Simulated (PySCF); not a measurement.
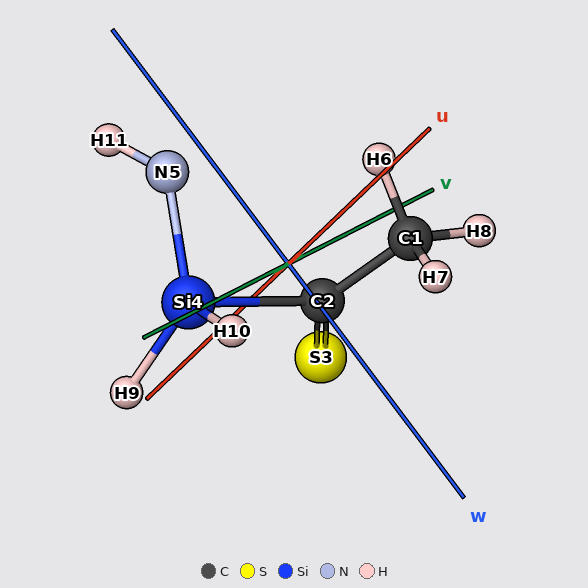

The lines u, v and w are the principal axes of the g tensor. State: neutral, doublet. The computed structure is the end point of a GFN2-xTB optimisation. No frequency run is at hand to confirm it as a minimum. Level of theory: UKS B3LYP, pcH-1 on C H N S Si, non-relativistic, mean-field spin-orbit, GIAO (PySCF 2.14.0).

> Along which axis does g lie farthest from the free-electron value?

Along w: the shift is 9509 ppm.

Give the principal values and shifts.

```tsv
axis	g	shift (ppm)
u	2.00624	3919
v	2.00132	−1001
w	2.01183	9509
```

The geometry is semi-empirical. Around Si such bond lengths and angles can be off by a tenth of an ångström or more and by several degrees, and values that hang on the shape move with them.
